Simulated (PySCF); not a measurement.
## Electronic structure of C6H6F2 in real space

```csv
atom,x (Å),y (Å),z (Å)
C,2.5365,-0.2521,1.1675
C,1.3635,-0.1127,0.9742
C,-0.0579,0.0579,0.7657
F,-0.6910,0.2206,1.9839
C,-0.7118,-1.0135,-0.1333
C,-0.7594,0.0151,-1.2697
F,-1.9737,0.1309,-1.8933
C,-0.4327,1.1353,-0.2746
H,3.5668,-0.3760,1.3224
H,-0.1388,-1.9204,-0.3070
H,-1.7094,-1.2619,0.2229
H,-0.0141,-0.1334,-2.0553
H,0.3493,1.8361,-0.5547
H,-1.3280,1.6738,0.0291
```

Geometry: GFN2-xTB.

Level of theory: PySCF 2.14.0, PBE0/pcSseg-1, SCF density, gas phase, non-relativistic.

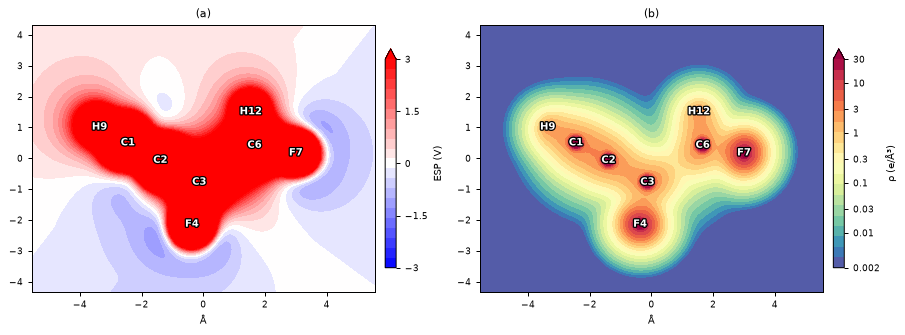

Figure 1. (a) molecular electrostatic potential; (b) total electron density on the plane of atoms F7, C6 and H12.

Read the bonding off the picture.

Answer.
- The plane passes through C, F and H nuclei.
- C–C (1.20 Å): ρ at the midpoint is about 2.8 e/Å³.
- C–F (1.37 Å): the density is about 2.1 e/Å³ at the midpoint, with its minimum of 1.7 e/Å³ about 0.5 Å from C.
- C–H (1.05 Å): ρ at the midpoint is about 2.1 e/Å³.
- Outside the dense part of the molecule the potential is most negative (−1.2 V) near F4.

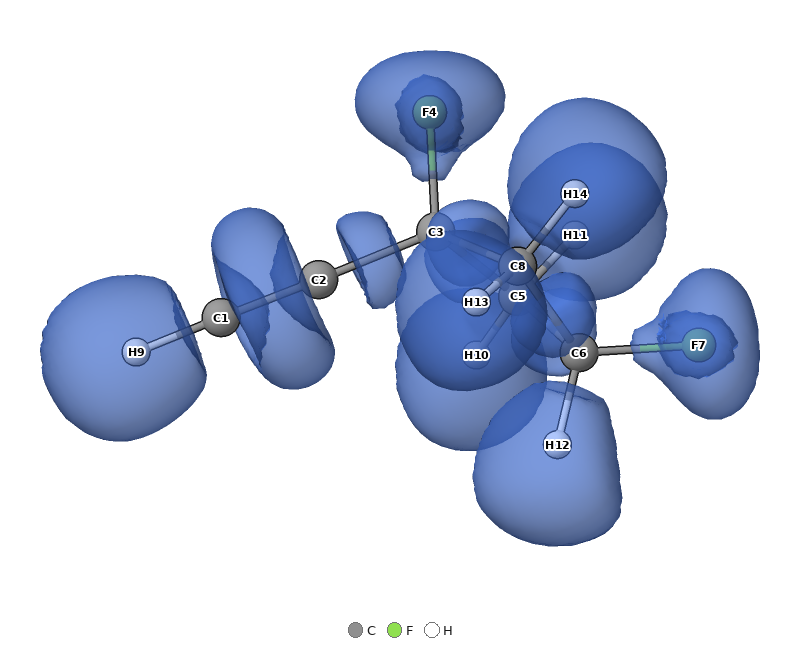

Figure 2. Isosurface of the ELF at 0.75 (blue), seen from one side. Only the valence region is drawn (cores and ρ < 0.01 e/Å³ removed).

Where are the electrons localised?

Answer. At this value the surface marks out six regions between bonded C–C atoms (shared pairs), six regions around hydrogen nuclei and two regions on F in which the atom's valence shell and bonds are merged.


C–C (1.20 Å): the ELF peaks at about 0.85 between the atoms; a short, multiple covalent bond. C–F (1.37 Å): the ELF peaks at about 0.85 between the atoms, as expected for a polar covalent bond.

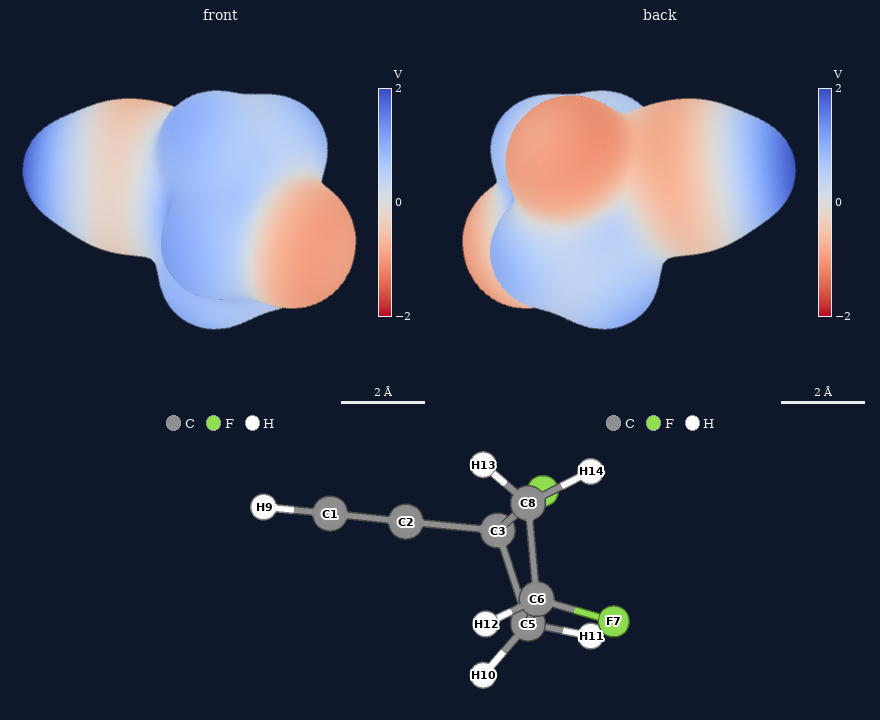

Figure 3. The electrostatic potential painted on the density surface at 0.002 e/bohr³, seen from the front and from behind; the colour scale runs from red (negative) to blue (positive). The bare structure is drawn below in the same view.

Describe the electrostatic potential map.

Answer. The most negative region (about −1.1 V, or −25 kcal/mol for a unit charge) lies over F4, the most positive (about +1.8 V, or +42 kcal/mol for a unit charge) over H9.

What dipole moment does the calculation give?

Answer. Its dipole moment is 2.18 D.
